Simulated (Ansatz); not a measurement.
A series of calculations on CH₇FSn

### Relaxation

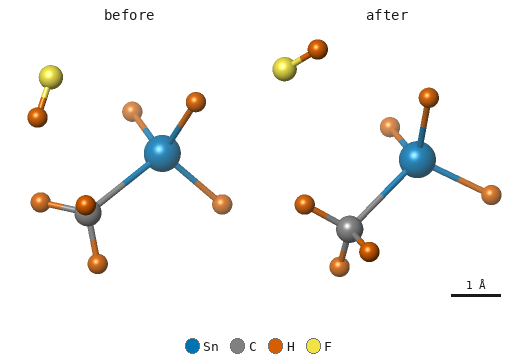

The structure of CH7FSn before (left) and after (right) a relaxation, at one scale.

Style: ball-and-stick. Shown at a tilt.

The run prepares an end point of a later path (reaction) calculation, from a guessed geometry.

Level of theory: RHF/def2-SVP (Ansatz).

The input:
```yaml
crystal:
  periodic: [false, false, false]
  atoms:
    - { symbol: Sn, position_ang: [-0.149344, -0.146887, 0.080542] }
    - { symbol: C, position_ang: [-0.09539, -0.044715, 2.236597] }
    - { symbol: H, position_ang: [-0.768999, -0.78228, 2.67281] }
    - { symbol: H, position_ang: [0.90855, -0.251394, 2.612743] }
    - { symbol: H, position_ang: [-0.427021, 0.934993, 2.587324] }
    - { symbol: H, position_ang: [1.414668, -0.361514, -0.568936] }
    - { symbol: H, position_ang: [-0.899221, 1.242842, -0.571288] }
    - { symbol: H, position_ang: [-1.09195, -1.519104, -0.348589] }
    - { symbol: F, position_ang: [1.626114, 2.092932, 1.215876] }
    - { symbol: H, position_ang: [1.393594, 1.714327, 2.008021] }
basis:
  gaussian: { orbitals: def2-SVP }
hamiltonian:
  xc: hf
relax:
  f_tol: 0.03
  max_steps: 50
output:
  orbitals: {}
```

Run as
```bash
ansatz run input.yaml --threads 2 --pin off --max-ram 3072MiB --backend cpu --events-out ev --progress --plain --runs-dir out
```

Question: What changed between the two?

Answer: After 34 accepted moves (48 points after the start) the energy has fallen by 0.127 eV. The largest force component goes from 0.37 to 0.0043 eV/Å. The line search rejected the trial steps at points 3, 6, 9, 13, 16, 19, 24, 28 and more of the run. The forces were under the threshold at step 8, but the run went on from there. The largest move after the best rigid fit is that of H10, 1.48 Å. Largest moves by element: H 1.48 Å, F 0.54 Å, C 0.35 Å, Sn 0.15 Å. Near-neighbour distances that change, for instance: Sn1–H6 1.707 → 1.721 Å, F9–H10 0.908 → 0.902 Å. Bond angles that change, for instance: C2–Sn1–H8 107.5° → 110.7°, H6–Sn1–H7 111.1° → 108.4°, H3–C2–H5 106.9° → 109.1°. Groups turn about Sn1–C2 by about 55°. Cost: 83 s on 2 threads of Intel(R) Xeon(R) Platinum 8375C CPU @ 2.90GHz (Ice Lake) (shared host), peak memory 0.19 GiB.

Limits of the set-up: Hartree-Fock leaves out electron correlation.

### Relaxation

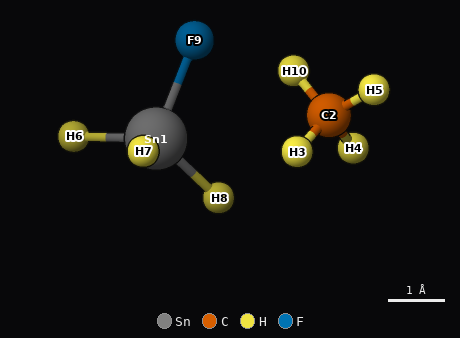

Starting structure of CH$_{7}$FSn. Style: ball-and-stick. Shown from a free direction.

The run prepares an end point of a later path (reaction) calculation, from a guessed geometry.

Level of theory: RHF/def2-SVP (Ansatz).

Input
```yaml
crystal:
  periodic: [false, false, false]
  atoms:
    - { symbol: Sn, position_ang: [0.433718, 0.192557, -0.485] }
    - { symbol: C, position_ang: [-0.125579, 0.315876, 2.828665] }
    - { symbol: H, position_ang: [-1.081161, 0.276255, 2.304854] }
    - { symbol: H, position_ang: [0.260891, -0.693857, 2.957184] }
    - { symbol: H, position_ang: [-0.290909, 0.758227, 3.811669] }
    - { symbol: H, position_ang: [1.043087, 0.197892, -2.077187] }
    - { symbol: H, position_ang: [-1.100543, 0.915178, -0.385721] }
    - { symbol: H, position_ang: [0.543248, -1.342074, 0.229811] }
    - { symbol: F, position_ang: [1.624865, 1.332831, 0.460125] }
    - { symbol: H, position_ang: [0.603383, 0.926315, 2.280702] }
basis:
  gaussian: { orbitals: def2-SVP }
hamiltonian:
  xc: hf
relax:
  f_tol: 0.03
  max_steps: 50
```

Command:
```bash
ansatz run input.yaml --threads 2 --pin off --max-ram 3072MiB --backend cpu --events-out ev --progress --plain --runs-dir out
```

**Predict the outcome.**

After 29 accepted moves (35 points after the start) the energy has fallen by 4.06 kcal/mol. Largest force component: 0.86 eV/Å at the start, 0.027 eV/Å at the end. The line search rejected the trial steps at points 10, 17, 22, 29, 31, 33 of the run. The forces were under the threshold at step 11, but the run went on from there. The atom that moves furthest after the best rigid fit is H8 (1.61 Å). Largest moves by element: H 1.61 Å, Sn 1.01 Å, C 0.94 Å, F 0.88 Å. Some distances before and after: Sn1–F9 1.901 → 1.933 Å, C2–H10 1.097 → 1.090 Å, Sn1–H6 1.705 → 1.701 Å.

Step by step:

```csv
step,"E − E(0), kcal/mol","largest force component, eV/Å",note
0,0.00,0.8622,
1,-2.87,0.1782,
2,-3.45,0.0592,
3,-3.55,0.1341,
4,-3.64,0.0888,
5,-3.68,0.0769,
6,-3.70,0.0699,
7,-3.73,0.0843,
8,-3.77,0.1264,
9,-3.81,0.0874,
10,-3.49,0.4363,rejected
11,-3.86,0.0075,
13,-3.88,0.1385,
14,-3.90,0.0769,
15,-3.92,0.0317,
17,-3.85,0.3434,rejected
18,-3.96,0.0806,
19,-3.97,0.1012,
21,-3.98,0.0799,
22,-3.97,0.0633,rejected
23,-4.00,0.0340,
24,-4.01,0.0329,
26,-4.02,0.0750,
27,-4.03,0.0570,
28,-4.04,0.0456,
30,-4.05,0.0493,
31,-4.03,0.1179,rejected
32,-4.05,0.0362,
34,-4.06,0.0172,
35,-4.06,0.0266,
```

Final geometry:

```xyz
10

Sn    0.5280    0.0982   -1.4870
C    -0.1744    0.4369    3.7603
H    -1.2631    0.3801    3.7143
H     0.2156   -0.4887    4.1851
H     0.1155    1.2748    4.3962
H     1.7118    0.7414   -2.5250
H    -1.0333    0.7021   -1.7858
H     0.5858   -1.5968   -1.3632
F     0.9951    0.7507    0.2717
H     0.2299    0.5806    2.7585
```

After the run, drawn alike:

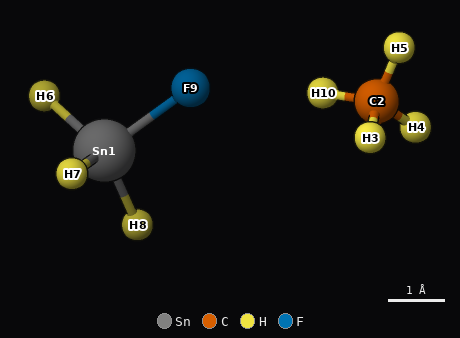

Limits of the set-up: Hartree-Fock leaves out electron correlation.

### Path

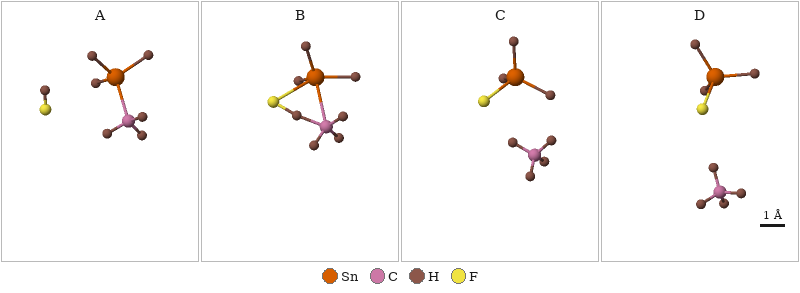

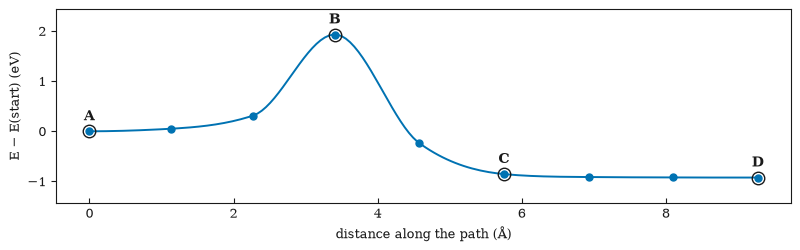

A nudged-elastic-band calculation for CH$_{7}$FSn, made up at the start of CH6Sn and HF. Images are numbered from 0 (start) to 8 (end). Frames A to D are images 0, 3, 5, 8. The picture is a ball-and-stick view, seen at a tilt.

Computed with RHF/def2-SVP (Ansatz 0.2.0). Run with 7 movable images; climbing image; force threshold 0.03 eV/Å; iteration limit 60; starting path through a guess of the saddle point.

Question: What happens along the path, and what is the barrier?

Answer: Breaking: F–H (0.90 → 2.61 Å), C–Sn (2.16 → 5.31 Å). Forming: C–H (3.85 → 1.09 Å), F–Sn (3.51 → 1.93 Å). The highest point, image 3, lies 1.93 eV above the start and 2.85 eV above the end; the end is at −0.92 eV relative to the start. The band is converged.

Limits of the set-up: the start holds two separate molecules, 2.5 Å apart at their closest, whose relative position is a soft coordinate and is computed without a dispersion correction; Hartree-Fock leaves out electron correlation.

Cost: 5.6 min on 2 threads of Intel(R) Xeon(R) Platinum 8375C CPU @ 2.90GHz (Ice Lake), with other jobs on the host, peak memory 0.21 GiB.
